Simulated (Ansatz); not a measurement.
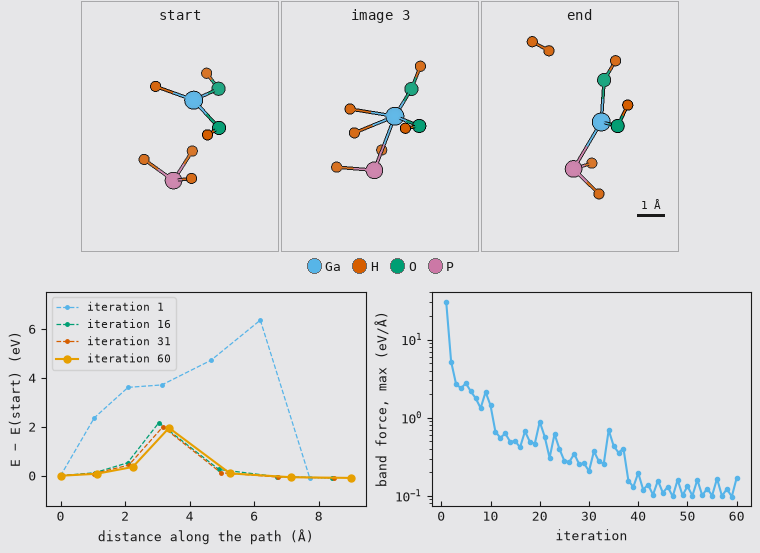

NEB run on GaPH6O2, made up at the start of GaH₃O₂ and PH$_{3}$. Images are numbered from 0 (start) to 6 (end). The plot follows the band through its iterations. The picture is a ball-and-stick view, seen from a free direction.

Level of theory: Ansatz 0.2.0, RKS CAM-B3LYP-D4/def2-SVP. Settings: 5 movable images; climbing image from the first iteration; force threshold 0.03 eV/Å; iteration limit 60; optimiser L-BFGS; starting path through a guess of the saddle point.

**Judge this run.**

The result isn't final. The band hadn't converged when the run stopped after 60 iterations. The largest component of the band force went from 31 to 0.17 eV/Å. The barrier read from it is provisional, though the highest image hardly moved in the last two iterations. The first iteration put the highest image at 6.36 eV. Forward barrier 1.96 eV, backward barrier 2.05 eV, with image 3 at the top; the reaction energy is −0.09 eV.

Limits of the set-up: the start holds two separate molecules, 2.7 Å apart at their closest, whose relative position is a soft coordinate.

The run took 7.4 min on 4 threads of Arm Neoverse V2, with other jobs on the host, peak memory 0.31 GiB.
